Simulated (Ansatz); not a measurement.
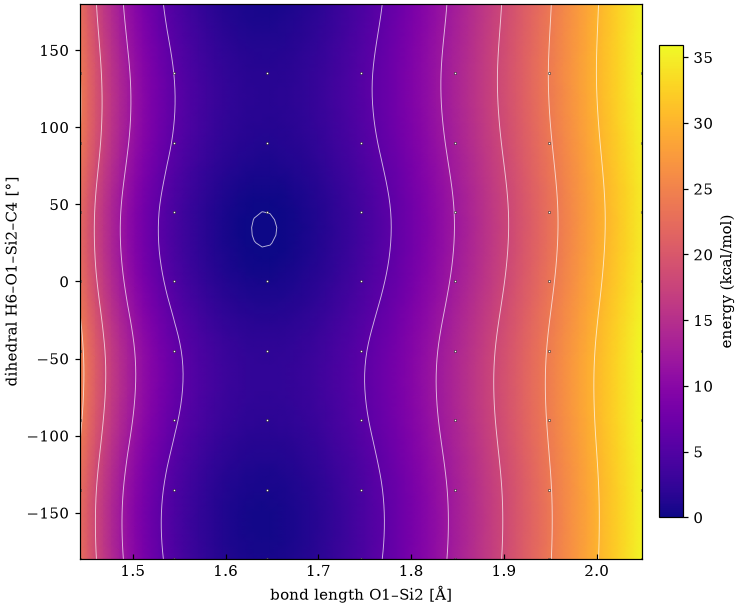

Energy landscape of CH₃BrO₂Si, SMILES O[Si]1(Br)CO1. 
- First axis: bond length O1–Si2. Second axis: dihedral H6–O1–Si2–C4.
- Nothing is relaxed (all other coordinates rigid).
- The scan uses a 7 × 8 grid.
- Energies: kcal/mol, counted from the lowest grid point.
- Method: RKS PBE0-D4/def2-SVP in Ansatz 0.2.0.

Drawn: a smooth colour map with a few white contour lines, dots at the grid points. Between grid points the surface is interpolated. 

Where are the wells?

The lowest grid point is at bond length O1–Si2 = 1.645 Å, dihedral H6–O1–Si2–C4 = 45°. There is a further well near bond length O1–Si2 = 1.645 Å, dihedral H6–O1–Si2–C4 = −135° (0.6 kcal/mol above the lowest at that grid point). The highest grid point, bond length O1–Si2 = 2.049 Å, dihedral H6–O1–Si2–C4 = −90°, lies 35.9 kcal/mol above the lowest. On the interpolated surface the easiest way out of the lowest well to the well at about bond length O1–Si2 = 1.64 Å, dihedral H6–O1–Si2–C4 = −155° passes a barrier of about 1.7 kcal/mol, counted from the interpolated bottom of the well. Round the minimum the two coordinates are nearly uncoupled.

Time for the 56 points that were run: 9.3 min on 1 thread of AMD EPYC 7R43 64-Core Processor (Zen 3), on a shared host.
